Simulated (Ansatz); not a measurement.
Consider C2H7NOSi (SMILES CN(C)[Si]O).

Input file:

```
crystal:
  periodic: [false, false, false]
  atoms:
    - {symbol: C, position_ang: [-0.987678, -0.292282, 0.440809]}
    - {symbol: N, position_ang: [0.294058, 0.058420, -0.113598]}
    - {symbol: C, position_ang: [1.350701, -0.823089, 0.333104]}
    - {symbol: Si, position_ang: [0.732387, 1.332821, -1.192962]}
    - {symbol: O, position_ang: [-0.683156, 2.138660, -1.486761]}
    - {symbol: H, position_ang: [-1.778002, 0.371350, 0.084394]}
    - {symbol: H, position_ang: [-0.977772, -0.233496, 1.536484]}
    - {symbol: H, position_ang: [-1.271979, -1.315954, 0.166495]}
    - {symbol: H, position_ang: [1.461288, -0.793845, 1.424260]}
    - {symbol: H, position_ang: [2.301951, -0.519517, -0.112791]}
    - {symbol: H, position_ang: [1.153954, -1.862419, 0.041934]}
    - {symbol: H, position_ang: [-1.518654, 1.884251, -1.087269]}
basis:
  gaussian: {orbitals: def2-TZVPP}
hamiltonian: {xc: pbe0, dispersion: d4}
output: {orbitals: {seedname: orbitals}}
```

Run with:

```sh
ansatz run in.yaml --threads 4 --pin off --events-out ev --progress --plain --max-ram 10444MiB
```

Geometry: PBE0-D4/def2-TZVP.

Method: RKS PBE0-D4/def2-TZVPP in Ansatz.

Question: What can the converged electron density and electron localisation function tell about the bonding?

Answer: C–N (1.44 Å): ρ at the midpoint is about 2 e/Å³; the ELF peaks at about 0.90 between the atoms (localised, covalent bonding).
Si–O (1.66 Å): ρ at the midpoint is about 1.1 e/Å³; the ELF peaks at about 0.85 between the atoms: a polar covalent bond.
Si–N (1.73 Å): ρ is about 1.1 e/Å³ halfway; the ELF peaks at about 0.90 between the atoms; a shared but strongly polarised pair.
O–H (0.96 Å): ρ at the midpoint is about 3.8 e/Å³; the ELF climbs to about 1 towards the hydrogen, as it does in any bond to H: a covalent bond by its length.

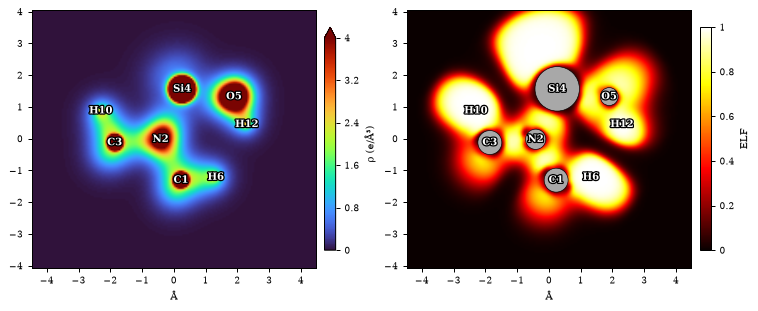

Computed electron density and electron localisation function on the plane of atoms C1, N2 and Si4, in this order. Grey discs cover the atomic cores in the ELF map. 
